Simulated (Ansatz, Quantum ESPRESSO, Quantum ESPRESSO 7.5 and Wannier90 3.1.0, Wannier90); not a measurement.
## Ballistic channels from Wannier functions: armchair graphene ribbon, 5 dimer lines

How many channels does the wire offer, and does a small Wannier basis get them right? The wire: armchair graphene ribbon, 5 dimer lines.

Main program and level: Quantum ESPRESSO 7.5 and Wannier90 3.1.0; plane-wave DFT, PBE, GBRV ultrasoft pseudopotentials (cross-check by Ansatz 0.2.0 with PAW datasets).

## 1. Set-up

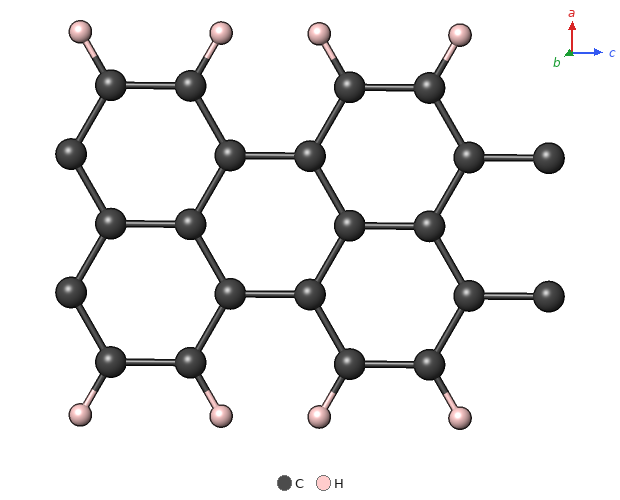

The cell as given, from the side, with the c axis across the page (carbon dark grey, hydrogen pink). 1×1×2 cells are drawn. Some periodic images of atoms are drawn too.

The cell holds 14 atoms: 10 C and 4 H. Its edges and angles: a = 14.807 Å, b = 9.000 Å, c = 4.260 Å, α = 90.0°, β = 90.0°, γ = 90.0°. It derives from C. Vacuum lies along a and b. The structure's axis is c.

Coordinates:

```cif
data_structure
_symmetry_space_group_name_H-M 'P 1'
_symmetry_Int_Tables_number 1
_cell_length_a 14.8070
_cell_length_b 9.0000
_cell_length_c 4.2600
_cell_angle_alpha 90.000
_cell_angle_beta 90.000
_cell_angle_gamma 90.000
_cell_volume 567.70
loop_
_atom_site_label
_atom_site_type_symbol
_atom_site_fract_x
_atom_site_fract_y
_atom_site_fract_z
_atom_site_occupancy
C1 C 0.91695 0.00000 0.00000 1
C2 C 0.08305 0.00000 0.00000 1
H3 H 0.77014 0.00000 0.03873 1
H4 H 0.22986 0.00000 0.03873 1
C5 C 0.83389 0.00000 0.16667 1
C6 C 0.00000 0.00000 0.16667 1
C7 C 0.16611 0.00000 0.16667 1
C8 C 0.83389 0.00000 0.50000 1
C9 C 0.00000 0.00000 0.50000 1
C10 C 0.16611 0.00000 0.50000 1
H11 H 0.77014 0.00000 0.62793 1
H12 H 0.22986 0.00000 0.62793 1
C13 C 0.91695 0.00000 0.66667 1
C14 C 0.08305 0.00000 0.66667 1
```

## 2. SCF with pw.x

scf.in reads:

```
&control
  prefix = 'scf'
  outdir = './out'
  pseudo_dir = './pseudo'
  calculation = 'scf'
  tprnfor = .true.
/
&system
  ibrav = 0
  nat = 14
  ntyp = 2
  ecutwfc = 34
  ecutrho = 170
  occupations = 'smearing'
  smearing = 'mv'
  degauss = 0.005
/
&electrons
  conv_thr = 1e-07
  mixing_beta = 0.4
  electron_maxstep = 120
  mixing_mode = 'local-TF'
/
ATOMIC_SPECIES
  C   12.0110  c_pbe_v1.2.uspp.F.UPF
  H   1.0080  h_pbe_v1.4.uspp.F.UPF
CELL_PARAMETERS angstrom
  14.80695967374569 0.00000000000000 0.00000000000000
  0.00000000000000 9.00000000000000 0.00000000000000
  0.00000000000000 0.00000000000000 4.26000000000000
ATOMIC_POSITIONS crystal
  C   -0.083052571000 0.000000000000 0.000000000000
  C   0.083052571000 0.000000000000 0.000000000000
  H   -0.229856764000 0.000000000000 0.038732394400
  H   0.229856764000 0.000000000000 0.038732394400
  C   -0.166105143000 0.000000000000 0.166666666700
  C   0.000000000000 0.000000000000 0.166666666700
  C   0.166105143000 0.000000000000 0.166666666700
  C   -0.166105143000 0.000000000000 0.500000000000
  C   0.000000000000 0.000000000000 0.500000000000
  C   0.166105143000 0.000000000000 0.500000000000
  H   -0.229856764000 0.000000000000 0.627934272300
  H   0.229856764000 0.000000000000 0.627934272300
  C   -0.083052571000 0.000000000000 0.666666666700
  C   0.083052571000 0.000000000000 0.666666666700
K_POINTS automatic
  1 1 16 0 0 0
```

Started as:

```console
$ OMP_NUM_THREADS=1 mpirun -n 2 pw.x -nk 1 -in scf.in > scf.out
```

Output:

```text
Program PWSCF v.7.5 starts
[citation notice left out]

     Parallel version (MPI & OpenMP), running on       2 processor cores
     Number of MPI processes:                 2
     Threads/MPI process:                     1

     MPI processes distributed on     1 nodes
[...]
Current dimensions of program PWSCF are:
     Max number of different atomic species (ntypx) = 10
     Max number of k-points (npk) =  40000
     Max angular momentum in pseudopotentials (lmaxx) =  4
     Message from routine setup:
     using ibrav=0 with symmetry is DISCOURAGED, use correct ibrav instead

     R & G space division:  proc/nbgrp/npool/nimage =       2
     Subspace diagonalization in iterative solution of the eigenvalue problem:
     a serial algorithm will be used

     Parallelization info
     --------------------
     sticks:   dense  smooth     PW     G-vecs:    dense   smooth      PW
     Min        3217    2570    729                71711    51274    7772
     Max        3218    2571    730                71712    51275    7773
     Sum        6435    5141   1459               143423   102549   15545

     Using Slab Decomposition

     bravais-lattice index     =            0
     lattice parameter (alat)  =      27.9811  a.u.
     unit-cell volume          =    3831.0216 (a.u.)^3
     number of atoms/cell      =           14
     number of atomic types    =            2
     number of electrons       =        44.00
     number of Kohn-Sham states=           26
     kinetic-energy cutoff     =      34.0000  Ry
     charge density cutoff     =     170.0000  Ry
     scf convergence threshold =      1.0E-07
     mixing beta               =       0.4000
     number of iterations used =            8  local-TF  mixing
     Exchange-correlation=  SLA  PW   PBX  PBC
                           (   1   4   3   4   0   0   0)

     celldm(1)=  27.981099  celldm(2)=   0.000000  celldm(3)=   0.000000
     celldm(4)=   0.000000  celldm(5)=   0.000000  celldm(6)=   0.000000

     crystal axes: (cart. coord. in units of alat)
               a(1) = (   1.000000   0.000000   0.000000 )
               a(2) = (   0.000000   0.607822   0.000000 )
               a(3) = (   0.000000   0.000000   0.287703 )

     reciprocal axes: (cart. coord. in units 2 pi/alat)
               b(1) = (  1.000000  0.000000  0.000000 )
               b(2) = (  0.000000  1.645218  0.000000 )
               b(3) = (  0.000000  0.000000  3.475812 )

     PseudoPot. # 1 for C  read from file:
     ./pseudo/c_pbe_v1.2.uspp.F.UPF
     Pseudo is Ultrasoft + core correction, Zval =  4.0
     Generated by new atomic code, or converted to UPF format
     Using radial grid of  721 points,  4 beta functions with:
                l(1) =   0
                l(2) =   0
                l(3) =   1
                l(4) =   1
     Q(r) pseudized with  8 coefficients,  rinner =    1.100   1.100   1.100

     PseudoPot. # 2 for H  read from file:
     ./pseudo/h_pbe_v1.4.uspp.F.UPF
     Pseudo is Ultrasoft, Zval =  1.0
     Generated by new atomic code, or converted to UPF format
     Using radial grid of  615 points,  2 beta functions with:
                l(1) =   0
                l(2) =   0
     Q(r) pseudized with  8 coefficients,  rinner =    0.700

     atomic species   valence    mass     pseudopotential
     C                 4.00    12.01100     C ( 1.00)
     H                 1.00     1.00800     H ( 1.00)

      8 Sym. Ops., with inversion, found ( 4 have fractional translation)

   Cartesian axes

     site n.     atom                  positions (alat units)
         1        C      tau(   1) = (  -0.0830526   0.0000000   0.0000000  )
         2        C      tau(   2) = (   0.0830526   0.0000000   0.0000000  )
         3        H      tau(   3) = (  -0.2298568   0.0000000   0.0111434  )
         4        H      tau(   4) = (   0.2298568   0.0000000   0.0111434  )
         5        C      tau(   5) = (  -0.1661051   0.0000000   0.0479504  )
         6        C      tau(   6) = (   0.0000000   0.0000000   0.0479504  )
         7        C      tau(   7) = (   0.1661051   0.0000000   0.0479504  )
         8        C      tau(   8) = (  -0.1661051   0.0000000   0.1438513  )
         9        C      tau(   9) = (   0.0000000   0.0000000   0.1438513  )
        10        C      tau(  10) = (   0.1661051   0.0000000   0.1438513  )
        11        H      tau(  11) = (  -0.2298568   0.0000000   0.1806583  )
        12        H      tau(  12) = (   0.2298568   0.0000000   0.1806583  )
        13        C      tau(  13) = (  -0.0830526   0.0000000   0.1918017  )
        14        C      tau(  14) = (   0.0830526   0.0000000   0.1918017  )

     number of k points=     9  Marzari-Vanderbilt smearing, width (Ry)=  0.0050
                       cart. coord. in units 2pi/alat
        k(    1) = (   0.0000000   0.0000000   0.0000000), wk =   0.1250000
        k(    2) = (   0.0000000   0.0000000   0.2172383), wk =   0.2500000
        k(    3) = (   0.0000000   0.0000000   0.4344765), wk =   0.2500000
        k(    4) = (   0.0000000   0.0000000   0.6517148), wk =   0.2500000
        k(    5) = (   0.0000000   0.0000000   0.8689530), wk =   0.2500000
        k(    6) = (   0.0000000   0.0000000   1.0861913), wk =   0.2500000
        k(    7) = (   0.0000000   0.0000000   1.3034295), wk =   0.2500000
        k(    8) = (   0.0000000   0.0000000   1.5206678), wk =   0.2500000
        k(    9) = (   0.0000000   0.0000000  -1.7379061), wk =   0.1250000

     Dense  grid:   143423 G-vectors     FFT dimensions: ( 120,  72,  36)

     Smooth grid:   102549 G-vectors     FFT dimensions: ( 108,  64,  30)

     Estimated max dynamical RAM per process >     155.43 MB

     Estimated total dynamical RAM >     310.85 MB

     Initial potential from superposition of free atoms

     starting charge      43.9996, renormalised to      44.0000

     negative rho (up, down):  5.008E-05 0.000E+00
     Starting wfcs are   44 randomized atomic wfcs

     total cpu time spent up to now is        3.7 secs

     per-process dynamical memory:    77.5 Mb

     Self-consistent Calculation

     iteration #  1     ecut=    34.00 Ry     beta= 0.40
     Davidson diagonalization with overlap
     ethr =  1.00E-02,  avg # of iterations =  2.0

     negative rho (up, down):  6.294E-08 0.000E+00

     total cpu time spent up to now is       11.4 secs

     total energy              =    -119.87179324 Ry
     estimated scf accuracy    <       1.40682240 Ry

     iteration #  2     ecut=    34.00 Ry     beta= 0.40
[...]
Minimization algorithm failed to find Fermi energy: reverting to bisection
     Possible cause: smearing is larger than the electronic band-gap.

[...]
total energy              =    -119.43378181 Ry
     estimated scf accuracy    <       0.84683400 Ry

     iteration #  3     ecut=    34.00 Ry     beta= 0.40
[...]
total energy              =    -119.56559345 Ry
     estimated scf accuracy    <       0.10907466 Ry

     iteration #  4     ecut=    34.00 Ry     beta= 0.40
[...]
total energy              =    -119.51982487 Ry
     estimated scf accuracy    <       0.12935786 Ry

     iteration #  5     ecut=    34.00 Ry     beta= 0.40
[...]
total energy              =    -119.52971789 Ry
     estimated scf accuracy    <       0.02661145 Ry

     iteration #  6     ecut=    34.00 Ry     beta= 0.40
[...]
negative rho (up, down):  1.649E-02 0.000E+00

[...]
total energy              =    -119.52114555 Ry
     estimated scf accuracy    <       0.01975669 Ry

     iteration #  7     ecut=    34.00 Ry     beta= 0.40
[...]
negative rho (up, down):  8.365E-03 0.000E+00

[...]
total energy              =    -119.52418335 Ry
     estimated scf accuracy    <       0.00409915 Ry

     iteration #  8     ecut=    34.00 Ry     beta= 0.40
[...]
negative rho (up, down):  2.351E-02 0.000E+00

[...]
total energy              =    -119.52506438 Ry
     estimated scf accuracy    <       0.00136222 Ry

     iteration #  9     ecut=    34.00 Ry     beta= 0.40
[...]
negative rho (up, down):  9.438E-03 0.000E+00

[...]
total energy              =    -119.52485653 Ry
     estimated scf accuracy    <       0.00059724 Ry

     iteration # 10     ecut=    34.00 Ry     beta= 0.40
[...]
negative rho (up, down):  5.490E-03 0.000E+00

[...]
total energy              =    -119.52482919 Ry
     estimated scf accuracy    <       0.00006284 Ry

     iteration # 11     ecut=    34.00 Ry     beta= 0.40
[...]
negative rho (up, down):  1.075E-03 0.000E+00

[...]
total energy              =    -119.52477185 Ry
     estimated scf accuracy    <       0.00001613 Ry

     iteration # 12     ecut=    34.00 Ry     beta= 0.40
[...]
negative rho (up, down):  9.929E-04 0.000E+00

[...]
total energy              =    -119.52477583 Ry
     estimated scf accuracy    <       0.00000335 Ry

     iteration # 13     ecut=    34.00 Ry     beta= 0.40
[...]
negative rho (up, down):  9.922E-04 0.000E+00

[...]
total energy              =    -119.52477553 Ry
     estimated scf accuracy    <       0.00000280 Ry

     iteration # 14     ecut=    34.00 Ry     beta= 0.40
[...]
negative rho (up, down):  8.857E-04 0.000E+00

[...]
total energy              =    -119.52477608 Ry
     estimated scf accuracy    <       0.00000036 Ry

     iteration # 15     ecut=    34.00 Ry     beta= 0.40
[...]
negative rho (up, down):  8.790E-04 0.000E+00

[...]
total energy              =    -119.52477603 Ry
     estimated scf accuracy    <       0.00000018 Ry

     iteration # 16     ecut=    34.00 Ry     beta= 0.40
[...]
negative rho (up, down):  8.299E-04 0.000E+00

[...]
End of self-consistent calculation

          k = 0.0000 0.0000 0.0000 ( 12887 PWs)   bands (ev):

   -20.9672 -19.3814 -17.1306 -15.7575 -14.8603 -14.8240 -14.3268 -12.2364
   -12.1255 -11.2160 -10.1307  -9.7210  -9.1996  -9.0230  -7.8549  -7.2998
    -7.2496  -5.8517  -5.5541  -4.8296  -3.7040  -2.2158  -1.8684  -0.6133
     0.7788   0.9004

          k = 0.0000 0.0000 0.2172 ( 12881 PWs)   bands (ev):

   -20.9442 -19.3590 -17.1121 -16.0868 -15.0414 -14.4676 -14.2446 -12.4121
   -11.9825 -11.1185 -10.0175  -9.8571  -9.1495  -8.9956  -7.7788  -7.3329
    -7.2745  -5.8717  -5.6081  -4.8165  -3.8689  -2.5518  -1.5484  -0.4270
     0.8095   0.8453

          k = 0.0000 0.0000 0.4345 ( 12863 PWs)   bands (ev):

   -20.8752 -19.2918 -17.0611 -16.6307 -15.4213 -14.1084 -13.8414 -12.7888
   -11.6098 -10.9382 -10.1668  -9.7167  -9.0464  -8.9136  -7.6045  -7.5580
    -7.1988  -5.9538  -5.7631  -4.7786  -4.2751  -3.0263  -1.1182   0.0419
     0.6933   0.9019

          k = 0.0000 0.0000 0.6517 ( 12853 PWs)   bands (ev):

   -20.7604 -19.1801 -17.2209 -16.9357 -15.8664 -13.9608 -13.2749 -13.1071
   -11.1194 -10.7380 -10.5303  -9.3193  -8.9122  -8.7773  -7.8753  -7.4270
    -7.0732  -6.1369  -6.0006  -4.7953  -4.7135  -3.5140  -0.6932   0.4725
     0.6595   1.0564

          k = 0.0000 0.0000 0.8690 ( 12841 PWs)   bands (ev):

   -20.5999 -19.0245 -17.7424 -16.8229 -16.3257 -13.7923 -13.6650 -12.4564
   -11.0209 -10.5013 -10.4580  -8.9143  -8.7427  -8.5873  -8.2339  -7.3172
    -6.8985  -6.4416  -6.2970  -5.3364  -4.6440  -3.9991  -0.2749   0.2291
     1.2729   1.3337

          k = 0.0000 0.0000 1.0862 ( 12843 PWs)   bands (ev):

   -20.3941 -18.8257 -18.2414 -16.7747 -16.6755 -14.0623 -13.5984 -11.7868
   -11.3967 -10.2073  -9.8839  -8.7320  -8.5360  -8.4289  -8.3442  -7.3172
    -6.8597  -6.6760  -6.6284  -5.8757  -4.5654  -4.4716  -0.0082   0.1422
     1.5502   2.0261

[...]
the Fermi energy is    -1.9982 ev

     WARNING: integrated charge=    44.00014062, expected=    44.00000000

!    total energy              =    -119.52477623 Ry
     estimated scf accuracy    <       0.00000007 Ry
     smearing contrib. (-TS)   =       0.00000054 Ry
     internal energy E=F+TS    =    -119.52477677 Ry

     The total energy is F=E-TS. E is the sum of the following terms:
     one-electron contribution =    -579.16804748 Ry
     hartree contribution      =     296.82713692 Ry
     xc contribution           =     -39.03881844 Ry
     ewald contribution        =     201.85495223 Ry

     convergence has been achieved in  16 iterations

     negative rho (up, down):  8.299E-04 0.000E+00

     Forces acting on atoms (cartesian axes, Ry/au):

     atom    1 type  1   force =    -0.01900732   -0.00000000    0.00886435
     atom    2 type  1   force =     0.01900732   -0.00000000    0.00886435
     atom    3 type  2   force =    -0.00148395    0.00000000    0.00886037
     atom    4 type  2   force =     0.00148395    0.00000000    0.00886037
     atom    5 type  1   force =     0.01447056    0.00000000    0.08736147
     atom    6 type  1   force =     0.00000000    0.00000000    0.00191786
     atom    7 type  1   force =    -0.01447056   -0.00000000    0.08736147
     atom    8 type  1   force =     0.01447056    0.00000000   -0.08736147
     atom    9 type  1   force =     0.00000000    0.00000000   -0.00191786
     atom   10 type  1   force =    -0.01447056    0.00000000   -0.08736147
     atom   11 type  2   force =    -0.00148395   -0.00000000   -0.00886037
     atom   12 type  2   force =     0.00148395    0.00000000   -0.00886037
     atom   13 type  1   force =    -0.01900732    0.00000000   -0.00886435
     atom   14 type  1   force =     0.01900732   -0.00000000   -0.00886435

     Total force =     0.182908     Total SCF correction =     0.000318

[...]
=------------------------------------------------------------------------------=
   JOB DONE.
=------------------------------------------------------------------------------=
```

It took 1.8 min on 2 MPI ranks of Arm Neoverse N1, shared host; peak memory 0.29 GiB; 3.2 min of CPU time.

Read from the output:

- free energy: -1626.2174 eV
- Fermi energy: -1.998 eV

The program's own clock; routines nest. Time by routine:

```
     routine  wall time (s)  calls
       PWSCF          108.7      1
   electrons          103.8      1
     c_bands          74.59     16
     cegterg          72.73    144
       h_psi          58.31    682
        fftw          51.86  23240
    vloc_psi          48.25    682
    sum_band          14.07     16
     mix_rho          11.16     16
      calbec           7.07    862
        ffts           5.41   1556
h_psi:calbec           4.92    682
  add_vuspsi            4.9    682
       s_psi           4.65    682
```

The run needed 16 iterations to bring the estimated error under 1e-07 Ry; the largest force on any atom, held or free, is 2.28 eV/Å.

(Part 1 of 6 ends here.)

[Logs are printed without paths, hosts, clocks, repeated set-up lines and the standing remarks that a program may print on its own settings, such as how far it seeks lower states.]

[Hosts, paths, dates, database ids (printed as entryN), source tags and the programs' standing remarks are cut or masked in the printed files.]

[Maps of the electrostatic potential energy from Ansatz leave out the sawtooth potential of an applied field or a dipole correction, so their vacuum need not be flat; planar profiles and work functions include it.]
